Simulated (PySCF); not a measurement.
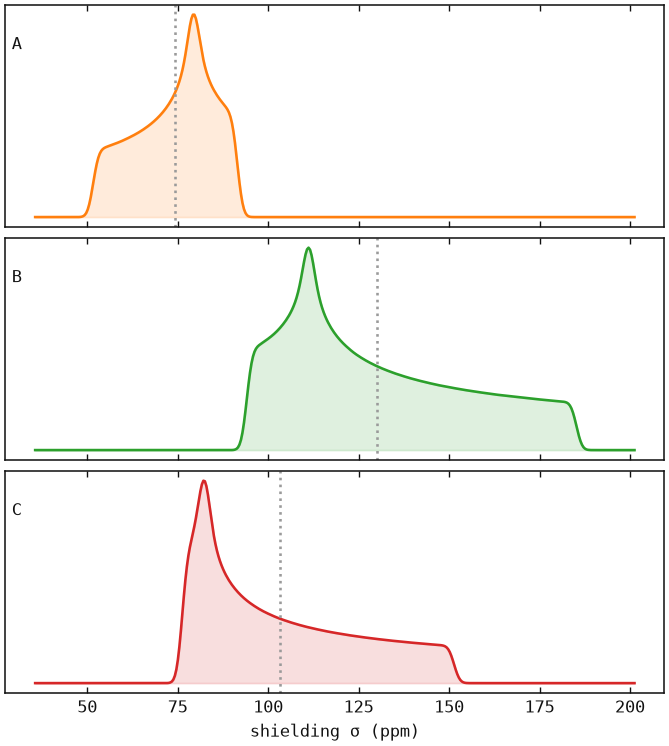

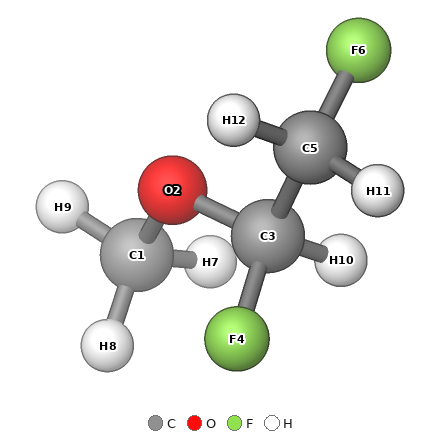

Static powder patterns (¹³C) from GIAO shielding tensors of C₃H₆F₂O, SMILES CO[C@H](F)CF, PBE0/def2-TZVP with PySCF, at a PBE0-D3(BJ)/def2-SVP geometry (no frequency check); absolute shielding, one fixed geometry of the isolated molecule without any motion, no dipolar terms. The dotted line is the isotropic value; skew is 3(σiso − σ22)/span.

The panels belong to C1, C3 and C5. Which is which?

panel A: C3, σ11, σ22, σ33 = 52, 79, 92 ppm, isotropic 74, span 40 ppm, skew −0.39; panel B: C1, σ11, σ22, σ33 = 94, 111, 185 ppm, isotropic 130, span 91 ppm, skew 0.62; panel C: C5, σ11, σ22, σ33 = 76, 82, 151 ppm, isotropic 103, span 75 ppm, skew 0.84.

Caveats: one conformer of a flexible molecule.
